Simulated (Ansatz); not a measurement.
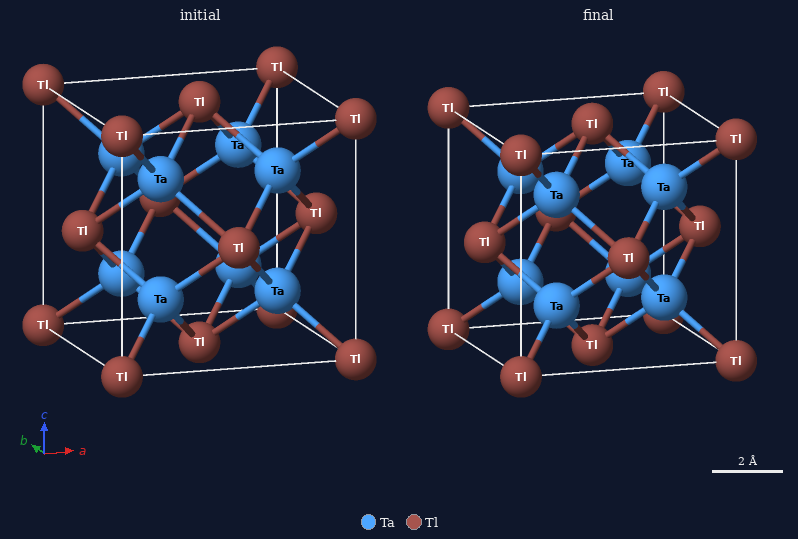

The structure of solid Ta2Tl (a generated structure, set up in Fm-3m) (coarse preliminary run) before (left) and after (right) a relaxation, at one scale.

Style: ball-and-stick. Shown: the conventional cell (4 times the calculation's cell), slightly off an axis. Lengths and directions refer to the drawn axes.

Computed with Ansatz 0.2.0, DFT PBE, scalar-relativistic, plane waves, PAW.

Input file:
```yaml
crystal:
  lattice:
    - [0.0, 3.52689645, 3.52689645]
    - [3.52689645, 0.0, 3.52689645]
    - [3.52689645, 3.52689645, 0.0]
  atoms:
    - { symbol: Ta, position: [0.75, 0.75, 0.75] }
    - { symbol: Ta, position: [0.25, 0.25, 0.25] }
    - { symbol: Tl, position: [0.0, 0.0, 0.0] }
basis:
  ecutwfc: 420
kpoints:
  mp_grid: { grid: [4, 4, 4] }
hamiltonian:
  xc: pbe
scf:
  occupations: { method: gaussian, width: 0.1 }
  lower_state_search: "off"
output:
  forces: true
  stress: true
  eigenvalues: true
relax:
  adjacent_minimum: "off"
  f_tol: 0.04
  max_steps: 70
  cell: { stress_tol: 0.4 }
```

Command:
```bash
ansatz run input.yaml --threads 1 --pin off --max-ram 2560MiB --backend cpu --events-out ev --progress --plain --runs-dir out
```

Q: Describe what moved and what it gained.

A: No atom moves by more than 0.005 Å relative to the cell. Cell: a = b = c 7.054 → 6.493 Å (−7.9 %). Volume −22.0 %. Some distances before and after: Ta1–Ta2 3.527 → 3.247 Å, Ta1–Tl3 3.054 → 2.812 Å. The space group stays Fm-3m (No. 225). After 4 accepted moves (5 points after the start) the energy has fallen by 471 meV per atom. All forces vanish by symmetry, so only the cell relaxes. The pressure goes from −18.42 to −0.04 GPa. At 1 point the geometry stayed and the basis and grid were re-selected for the new cell (energy shift of 0.9 meV per atom at most each time).
